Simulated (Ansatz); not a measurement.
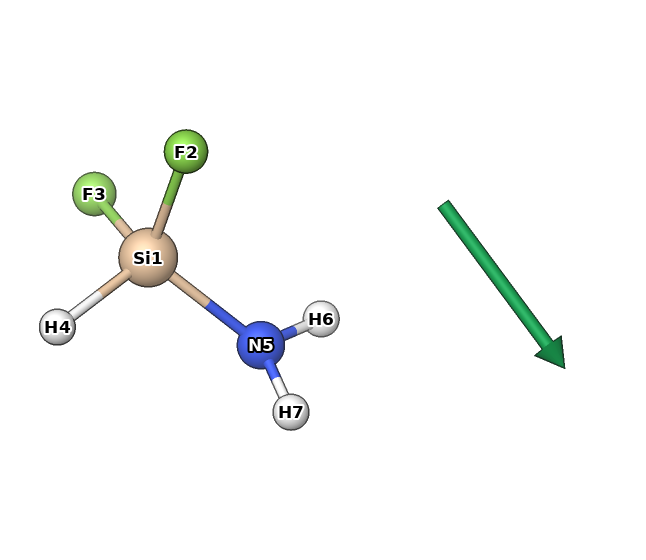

The arrow beside the molecule shows the direction of the dipole moment, from the negative to the positive end (its length means nothing). The computed structure is the end point of a PBE0-D4/def2-TZVP optimisation. Properties computed with RKS PBE0-D4/def2-TZVP (Ansatz 0.2.0).

### Estimate the dipole moment.

2.57 D; it points from the side of F3 to the side of H7 (the outermost atoms at the two ends).
